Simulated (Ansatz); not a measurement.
**Breaking a bond in SiPH5 (SMILES [SiH3]P)**

The species is SiPH5 (7 atoms), meant as a singlet with charge 0. SMILES: `[SiH3]P`. The shape is that of a GFN2-xTB optimisation.

```xyz
7

Si   -0.6408   -0.3615   -0.3959
P     1.0613   -0.0091    1.0077
H    -1.8255   -0.6029    0.4263
H    -0.2989   -1.5443   -1.1846
H    -0.8905    0.7689   -1.2937
H     0.6647    1.2602    1.3871
H     1.9298    0.4888    0.0531
```

The Si1–H4 distance is scanned; the parts on either side stay rigid. Basis STO-3G, 10 core orbitals frozen in the correlated methods; program Ansatz 0.2.0. FCI is exact within this basis and core. Energies in eV from each method's value at 1.462 Å; methods without a U are spin-restricted. The shape above is that at 1.462 Å.

```tsv
distance (Å)	B3LYP	wB97M-V	MP2	CCSDT	CCSDT(Q)	FCI
1.462	0.00	0.00	0.00	0.00	0.00	0.00
1.828	1.18	1.27	1.31	1.14	1.14	1.14
2.193	3.06	3.26	3.35	2.85	2.85	2.85
2.924	6.03	6.59	6.16	4.70	4.70	4.70
3.655	7.47	8.43	6.47	5.01	5.01	5.00
```

Departure from the FCI curve at its largest: B3LYP +2.46 eV at 3.65 Å; wB97M-V +3.42 eV at 3.65 Å; MP2 +1.47 eV at 3.65 Å; CCSDT within 0.005 eV; CCSDT(Q) +0.01 eV at 3.65 Å. Functionals converge differently with the basis, so for them the departure isn't an error alone.

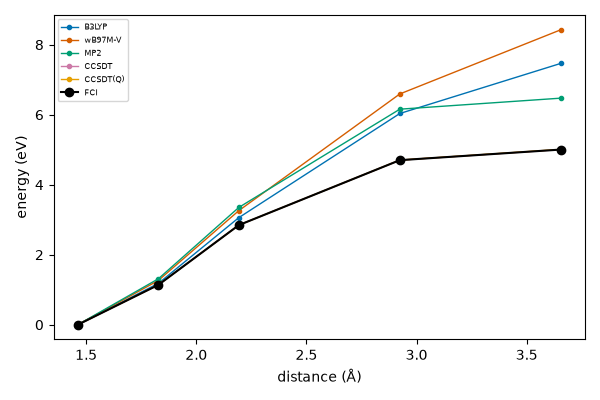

The curves of the table.
